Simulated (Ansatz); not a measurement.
**One shape, several levels: doublet AlGeNH4O+**

We compute a comparison of 6 runs (UHF/3-21G, U-r2SCAN0/6-31G*, UBHLYP/6-31G*, UPBE-QIDH/6-31G*, UB3LYP/6-31G*, RPA@PBE/6-31G*) of doublet AlGeNH4O+. 

Program for the calculation: Ansatz 0.2.0.

128 further runs of the same task are left out: 128 set aside as unsound or not needed.

### Step 1. The molecule

AlGeNH4O+: 8 atoms, total charge +1, spin state doublet. SMILES of the parent species: `[NH2][GeH]1[O][AlH]1`. The coordinates come from a PBE0-D4/def2-TZVP relaxation. This is one conformer, not always the lowest. That shape belongs to the parent species and isn't relaxed for this state.

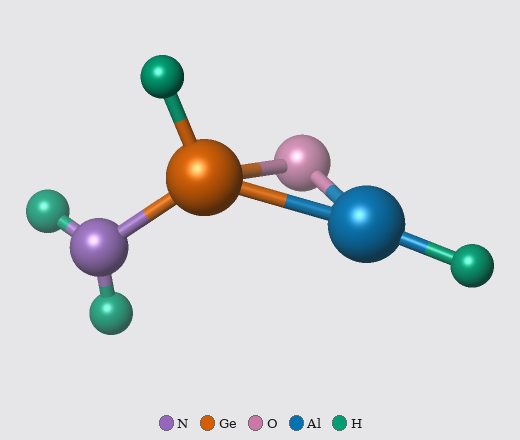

The structure, seen from a chosen angle (nitrogen purple, germanium orange, oxygen pink, aluminium blue, hydrogen teal).

### Step 2. A single-point energy at UHF/3-21G (run 1)

run.yaml

```yaml
crystal:
  periodic: [false, false, false]
  atoms:
    - {symbol: N, position_ang: [-1.000700, 1.330400, 0.514400]}
    - {symbol: Ge, position_ang: [0.239100, 0.000100, 0.626900]}
    - {symbol: O, position_ang: [1.177500, -0.346000, -0.983500]}
    - {symbol: Al, position_ang: [0.431500, -1.856900, -0.769100]}
    - {symbol: H, position_ang: [-0.662600, 2.276400, 0.611900]}
    - {symbol: H, position_ang: [-1.682100, 1.271200, -0.226100]}
    - {symbol: H, position_ang: [1.237900, 0.511900, 1.685400]}
    - {symbol: H, position_ang: [0.351700, -3.244100, -1.515600]}
basis:
  gaussian: {orbitals: 3-21G-spherical.json}
total_charge: 1
magnetization: {spin_polarized: true, initial_magnetization: 1}
hamiltonian: {xc: hf}
accuracy: high
output: {orbitals: {seedname: orbitals}}
```

The basis set 3-21G is read from a file made from the Basis Set Exchange's data (not shown).

Run with:

```console
$ ansatz run run.yaml --threads 1 --pin off --max-ram 3480MiB --events-out events.jsonl --progress --plain --runs-dir runs
```

Log:

```text
Warning: RAYON_NUM_THREADS=1 ignored (pool sized by the plan → 1); use --threads N
Functional definition: HF
  name "HF"
  exchange = exact_x
  correlation = 0
1252 factors; integrals over basis functions are off by at most 4.8e-9 eV
mean field evaluation 1: about -66291.7290 eV, gradient 5.0e1 eV
mean field evaluation 2: about -66291.9712 eV, gradient 5.0e1 eV
mean field evaluation 4: about -66302.7093 eV, gradient 7.1e0 eV
mean field evaluation 8: about -66303.4671 eV, gradient 5.8e-1 eV
mean field evaluation 16: about -66303.5182 eV, gradient 2.8e-8 eV
mean field evaluation 32: about -66303.4220 eV, gradient 7.6e-1 eV
mean field evaluation 64: about -66302.5066 eV, gradient 5.8e-1 eV
mean field evaluation 96: about -66290.5069 eV, gradient 4.6e1 eV
mean field evaluation 128: about -66302.2078 eV, gradient 2.3e0 eV
mean field evaluation 160: about -66297.6370 eV, gradient 3.6e0 eV
mean field evaluation 192: about -66298.3429 eV, gradient 5.2e0 eV
mean field evaluation 224: about -66303.4342 eV, gradient 8.5e-1 eV
mean field evaluation 256: about -66302.3219 eV, gradient 8.3e0 eV
mean field -66303.51817399 eV, -2436.6093507555 hartree, gradient 2.8e-8 eV, S^2 0.776068; 3 other end points of the search recorded, 0 dependent functions left out
reference -66303.51817399 eV, -2436.6093507555 hartree; 32, 31 occupied and 29, 30 virtual orbitals, 1252 factors
Total energy: -66303.51817399 eV, -2436.6093507555 hartree
```

It took 6 s on 1 thread of Arm Neoverse V2, shared host; peak memory 0.26 GiB.

### Step 3. The energy at U-r2SCAN0/6-31G(d) (spherical functions) (run 2)

molecule.yaml

```yaml
crystal:
  periodic: [false, false, false]
  atoms:
    - {symbol: N, position_ang: [-1.000700, 1.330400, 0.514400]}
    - {symbol: Ge, position_ang: [0.239100, 0.000100, 0.626900]}
    - {symbol: O, position_ang: [1.177500, -0.346000, -0.983500]}
    - {symbol: Al, position_ang: [0.431500, -1.856900, -0.769100]}
    - {symbol: H, position_ang: [-0.662600, 2.276400, 0.611900]}
    - {symbol: H, position_ang: [-1.682100, 1.271200, -0.226100]}
    - {symbol: H, position_ang: [1.237900, 0.511900, 1.685400]}
    - {symbol: H, position_ang: [0.351700, -3.244100, -1.515600]}
basis:
  gaussian:
    orbitals: 6-31G_st_-spherical.json
total_charge: 1
magnetization:
  spin_polarized: true
  initial_magnetization: 1
hamiltonian:
  xc: {name: r2SCAN0}
accuracy: high
output: {orbitals: {seedname: orbitals}}
```

The basis set 6-31G* is read from a file made from the Basis Set Exchange's data (not shown).

Run with:

```console
$ ansatz run molecule.yaml --threads 1 --pin off --max-ram 3480MiB --events-out events.jsonl --progress --plain --runs-dir runs
```

Log:

```text
Warning: RAYON_NUM_THREADS=1 ignored (pool sized by the plan → 1); use --threads N
Functional definition: r2SCAN0
  name "r2SCAN0"
  parameter a = 0.25
  parameter k0 = 0.174
  parameter k1 = 0.065
  parameter a1 = 4.9479
  exchange = (1 - a)*r2scan_x(k0 = k0, k1 = k1, a1 = a1) + a*exact_x
  correlation = r2scan_c
1868 factors; integrals over basis functions are off by at most 4.7e-9 eV
mean field evaluation 1: about -66674.8056 eV, gradient 7.3e1 eV
mean field evaluation 2: about -66510.6782 eV, gradient 1.6e2 eV
mean field evaluation 4: about -66693.9146 eV, gradient 2.7e1 eV
mean field evaluation 8: about -66696.9384 eV, gradient 8.4e-1 eV
mean field evaluation 16: about -66697.1293 eV, gradient 1.1e-2 eV
mean field evaluation 32: about -66697.1293 eV, gradient 5.3e-6 eV
mean field -66697.12934512 eV, -2451.0742944952 hartree, gradient 6.3e-8 eV, S^2 0.761051; 2 other end points of the search recorded, 0 dependent functions left out
reference -66697.12934831 eV, -2451.0742946124 hartree; 32, 31 occupied and 54, 55 virtual orbitals, 1868 factors
Total energy: -66697.12934831 eV, -2451.0742946124 hartree
```

It took 51 s on 1 thread of Arm Neoverse V2, shared host; peak memory 0.64 GiB.

Runs 3 to 5 aren't shown in full; the table further down has their settings and results.

### Step 4. The energy at RPA@PBE/6-31G(d) (spherical functions) (run 6)

run.yaml

```yaml
crystal:
  periodic: [false, false, false]
  atoms:
    - symbol: "N"
      position_ang: [-1.000700, 1.330400, 0.514400]
    - symbol: Ge
      position_ang: [0.239100, 0.000100, 0.626900]
    - symbol: O
      position_ang: [1.177500, -0.346000, -0.983500]
    - symbol: Al
      position_ang: [0.431500, -1.856900, -0.769100]
    - symbol: H
      position_ang: [-0.662600, 2.276400, 0.611900]
    - symbol: H
      position_ang: [-1.682100, 1.271200, -0.226100]
    - symbol: H
      position_ang: [1.237900, 0.511900, 1.685400]
    - symbol: H
      position_ang: [0.351700, -3.244100, -1.515600]
basis:
  gaussian:
    orbitals: 6-31G_st_-spherical.json
correlation:
  method: rpa
  frozen_orbitals: {Al: 5, Ge: 9, H: 0, "N": 1, O: 1}
accuracy: high
hamiltonian:
  xc: {name: PBE}
total_charge: 1
magnetization:
  spin_polarized: true
  initial_magnetization: 1
```

The basis set 6-31G* is read from a file made from the Basis Set Exchange's data (not shown).

Run with:

```console
$ ansatz run run.yaml --threads 1 --pin off --max-ram 3480MiB --events-out events.jsonl --progress --plain --runs-dir runs
```

Log, shortened:

```text
Warning: RAYON_NUM_THREADS=1 ignored (pool sized by the plan → 1); use --threads N
Functional definition: PBE
  name "PBE"
[...]
1868 factors; integrals over basis functions are off by at most 4.7e-9 eV
[...]
mean field -66685.22124262 eV, -2450.6366797997 hartree, gradient 4.2e-8 eV, S^2 0.752586; 1 other end points of the search recorded, 0 dependent functions left out
16 core orbitals not correlated: weight in the atoms' cores, before any rotation towards them, 1.000 or more for the frozen orbitals, at most 0.000 for the correlated occupied ones
reference -66621.18461211 eV, -2448.2833770340 hartree; 16, 15 occupied and 54, 55 virtual orbitals, 1868 factors
Total energy: -66647.65254088 eV, -2449.2560554760 hartree
```

Wall time 25 s (1 thread of Arm Neoverse V2, shared host); peak memory 0.38 GiB.

### Step 5. Overview of the runs

```
run                                   level  frozen core orbitals  Cartesian functions   energy (Eh)  HOMO energy (eV)  LUMO energy (eV)   ⟨S²⟩  wall time
  1                               UHF/3-21G                     –                   no  -2436.609351            -15.72             -5.61  0.776        6 s
  2  U-r2SCAN0/6-31G* (spherical functions)                     –                   no  -2451.074295            -12.83            -10.02  0.761       51 s
  3     UBHLYP/6-31G* (spherical functions)                     –                   no  -2451.132430            -13.83             -9.18  0.763       22 s
  4  UPBE-QIDH/6-31G* (spherical functions)                    16                   no  -2450.221216            -14.82             -8.11  0.771       30 s
  5     UB3LYP/6-31G* (Cartesian functions)                     –                  yes  -2451.302712            -12.44            -10.40  0.756       22 s
  6    RPA@PBE/6-31G* (spherical functions)                    16                   no  -2449.256055                 –                 –  0.753       25 s
```

### Step 6. Results

| quantity | value |
| --- | --- |
| run 6: total energy | -2449.25606 Eh |
| run 6: RPA correlation energy (valence) | -972.7 mEh |
| run 6: ⟨S²⟩ of the reference determinant | 0.753 |

**Reading.** Totals of different functionals can't be ranked against each other. All runs together took 2.6 min, the longest 51 s.
